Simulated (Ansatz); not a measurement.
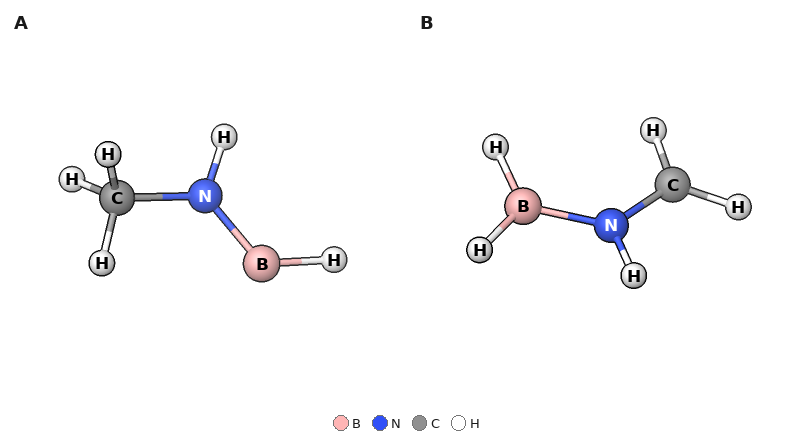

2 stationary structures of one formula. State: neutral, doublet. Geometries: PBE0-D4/def2-TZVP. Electronic energies: UHF-CCSD(T) (frozen core)/def2-TZVPP (Ansatz 0.2.0), without zero-point energy. No frequency run is at hand to confirm each as a minimum. Each is one conformer, not always the lowest.

Question: Which is lowest in energy, and by how much?

Answer: B is lowest (Cs); A lies 42.4 kJ/mol above it (Cs).

Give E(B) − E(A) in kJ/mol at these levels too: PBE0-D4/def2-TZVPP; UHF-CCSD(T) (frozen core)/def2-TZVPP; r2SCAN-D4/def2-TZVPP; PBE-D4/def2-TZVPP; ωB97M-V/def2-TZVPP; PBE0-D4/def2-TZVP; B3LYP-D4/def2-TZVPP.

```tsv
level	E(B) − E(A) (kJ/mol)
PBE0-D4/def2-TZVPP	−44.9
UHF-CCSD(T) (frozen core)/def2-TZVPP	−42.4
r2SCAN-D4/def2-TZVPP	−48.5
PBE-D4/def2-TZVPP	−47.7
ωB97M-V/def2-TZVPP	−52.2
PBE0-D4/def2-TZVP	−45.0
B3LYP-D4/def2-TZVPP	−52.7
```
